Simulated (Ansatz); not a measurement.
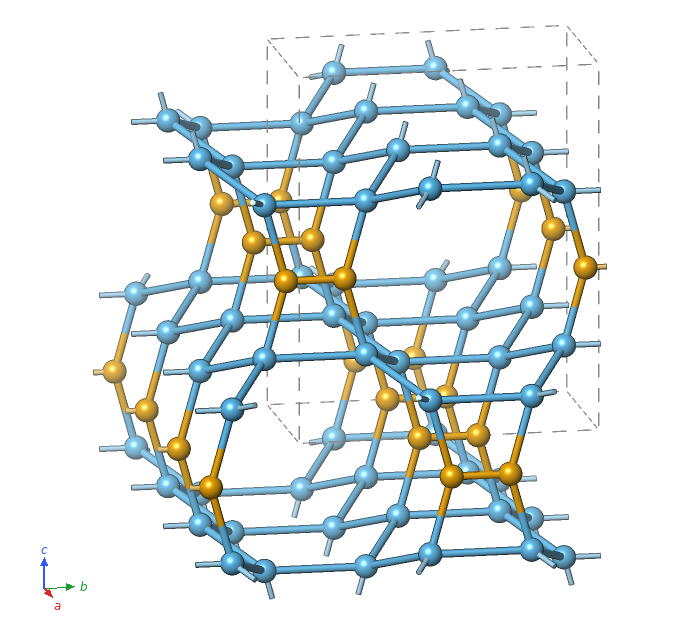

A cut-out of a periodic net derived from a crystal structure. Nodes are coloured by topological kind. Edges to nodes outside the piece are drawn as stubs.

> What net is this?

A binodal (3,4)-connected, three-periodic net.

> Give point symbol and coordination sequence of each kind of node.

3-connected node: 4^2.6, sequence 3, 6, 16, 32; 4-connected node: 4.6^3.8^2, sequence 4, 10, 20, 36.

Origin of the net. System Si2C (space group Immm, No. 71); source of the atomic positions: the geometry relaxed with DFT PBE, scalar-relativistic, plane waves, PAW in Ansatz; the starting structure was generated, so it need not be a known form of this composition. Bonds are taken as C–C below 1.6 Å, C–Si below 2.1 Å and Si–Si below 2.7 Å; no other contact counts. Simplification: prune 0- and 1-connected atoms, fold 2-connected ones into links. C is a 3-connected node; Si is a 4-connected node, in the ratio 1:2.
